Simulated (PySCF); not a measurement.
**C4H11FSi: density, localisation and related maps**

The calculation's input:

```
{"job": {"kind": "nmr", "xc": "PBE0", "basis": "pcSseg-1"}, "charge": 0, "multiplicity": 1}
C     -2.663681    -0.135600    -0.076342
C     -1.230229    -0.372525     0.387847
Si     0.055869     0.260813    -0.859128
C      1.823394    -0.151256    -0.216916
C      2.149976     0.398739     1.160508
F      1.949997    -1.541188    -0.179824
H     -3.376342    -0.534995     0.643362
H     -2.841685    -0.617530    -1.034527
H     -2.857714     0.928094    -0.193310
H     -1.089910     0.114608     1.355463
H     -1.082461    -1.441866     0.554759
H     -0.101371    -0.398853    -2.158311
H     -0.012290     1.720902    -1.008533
H      2.582570     0.177211    -0.936175
H      1.462088    -0.006438     1.898807
H      3.163737     0.130526     1.453533
H      2.061053     1.481389     1.147262
```

Command:

```sh
OMP_NUM_THREADS=1 python probes_run.py task.json out
```

Geometry: GFN2-xTB.

Computed with PBE0/pcSseg-1, SCF density, gas phase, non-relativistic (PySCF 2.14.0).

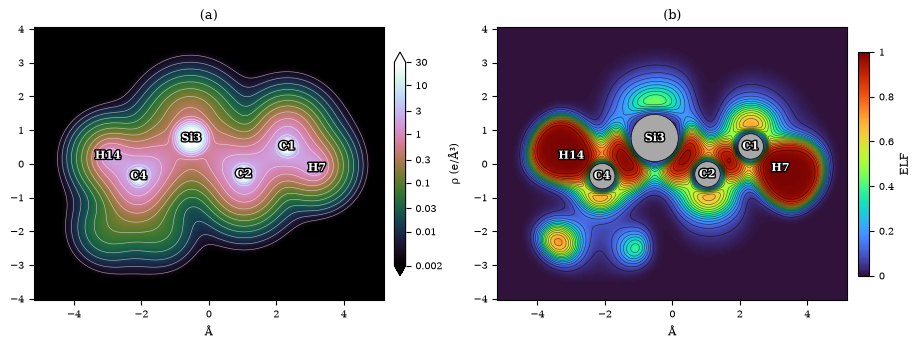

Figure 1. (a) total electron density; (b) ELF on the plane of atoms C1, C2 and Si3. Grey discs cover the atomic cores in the ELF map.

### Describe what can be read from this map.

The plane passes through C, Si and H nuclei. C–C (1.53 Å): ρ at the midpoint is about 1.6 e/Å³; the ELF peaks at about 0.95 between the atoms (a covalent bond). C–Si (1.90 Å): ρ is about 0.92 e/Å³ halfway; the ELF peaks at about 0.95 between the atoms, as expected for localised, covalent bonding. C–H (1.09 Å): the density is about 2 e/Å³ at the midpoint; the ELF climbs to about 1 towards the hydrogen, as it does in any bond to H; an ordinary covalent bond to hydrogen.

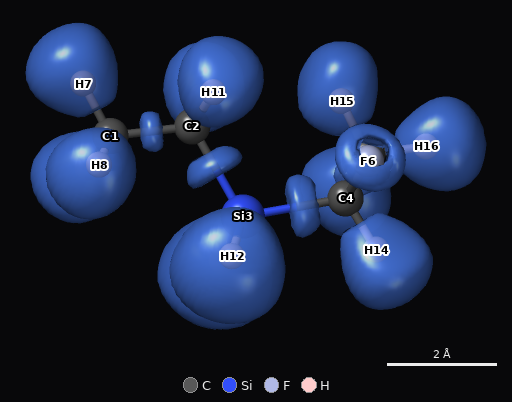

Figure 2. Isosurface of the ELF at 0.85 (blue), seen at a tilt. Only the valence region is drawn (cores and ρ < 0.01 e/Å³ removed).

### Identify the bonds, lone pairs and shells in this picture.

At this value the surface marks out two regions between bonded C–C atoms (shared pairs), two regions between bonded C–Si atoms (shared pairs), eleven regions around hydrogen nuclei and one region wrapped around F (its lone pairs, merged into a ring or cap). Profiles from the grid: C–F (1.40 Å): the ELF peaks at about 0.85 between the atoms; a shared but strongly polarised pair. C–C (1.52 Å): the ELF peaks at about 0.95 between the atoms; localised, covalent bonding.

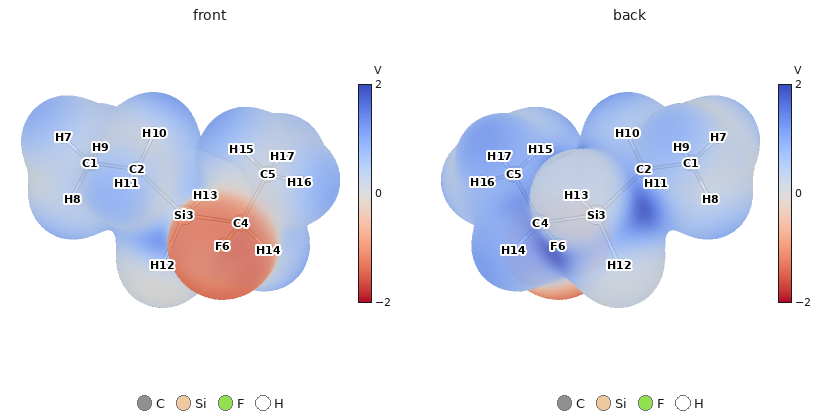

Figure 3. The molecular electrostatic potential painted on the density surface at 0.004 e/bohr³, seen from the front and from behind; red is negative and blue positive.

### Describe the electrostatic potential map.

The most negative region (about −1.3 V, or −30 kcal/mol for a unit charge) lies over F6, the most positive (about +1.7 V, or +39 kcal/mol for a unit charge) over Si3.
